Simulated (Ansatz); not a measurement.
```yaml
atoms:
  - { symbol: Al, position_ang: [-0.7637, 0.1509, -0.3537] }
  - { symbol: Si, position_ang: [0.7558, 0.0907, 1.5493] }
  - { symbol: N, position_ang: [-0.2731, -0.3160, -1.9769] }
  - { symbol: H, position_ang: [0.6511, -0.6324, -2.2219] }
  - { symbol: Cl, position_ang: [-2.7595, 0.7768, -0.1146] }
  - { symbol: H, position_ang: [0.2591, -0.8445, 2.5965] }
  - { symbol: H, position_ang: [2.1162, -0.3594, 1.1400] }
  - { symbol: H, position_ang: [0.8856, 1.4388, 2.1686] }
  - { symbol: H, position_ang: [-0.8715, -0.3051, -2.7874] }
```

The reactant side of a reaction path; geometry: PBE0-D4/def2-TZVP.

The calculation used Ansatz 0.2.0, RKS PBE0-D4/def2-TZVPP.

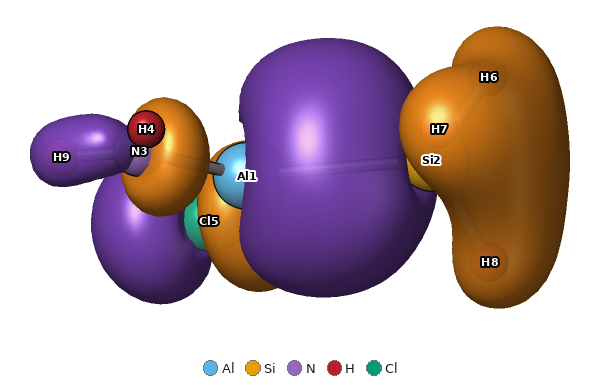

AlClH5NSi. The HOMO−1 at ±0.08 Å⁻³ᐟ² (orange and purple are the two phases), seen from one side.

What is the character of this orbital?

Its weight (Hirshfeld) is mainly on Si2 (about 40 %), Al1 (about 25 %) and Cl5 (about 15 %). Its energy is −7.98 eV.
